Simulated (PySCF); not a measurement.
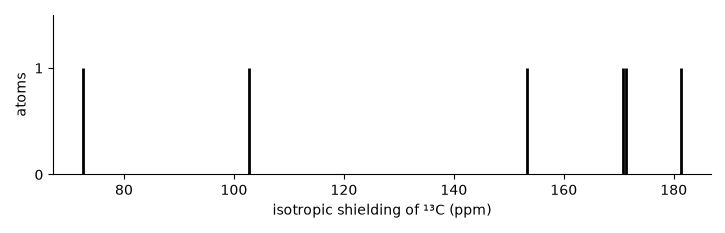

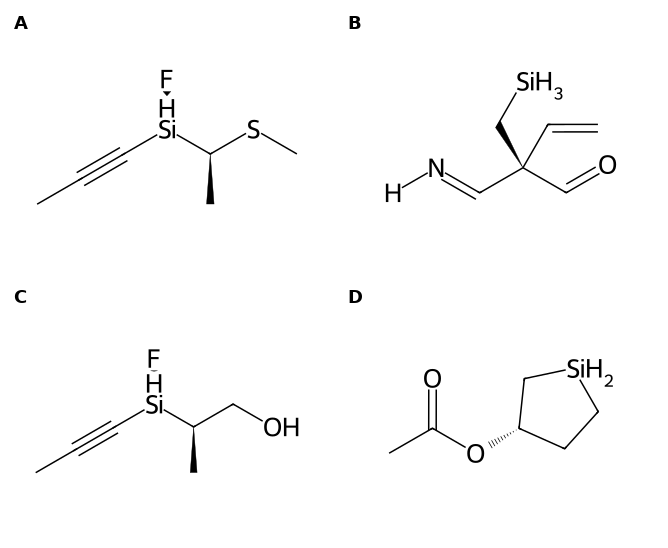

The sticks are computed shieldings of one of the molecules, for one fixed geometry (GFN2-xTB) without averaging over rotations. Low shielding means a high chemical shift. Method: GIAO PBE0/pcSseg-1 NMR shielding, non-relativistic, gas phase (PySCF 2.14.0).

Question: Which molecule gives this pattern?

Answer: A, `CC#C[Si@@H](F)[C@H](C)SC`. Its 6 C atoms give lines at 72.6, 102.8, 153.3, 170.8, 171.3, 181.3 ppm.

The geometry is semi-empirical. Around Si such bond lengths and angles can be off by a tenth of an ångström or more and by several degrees, and values that hang on the shape move with them.
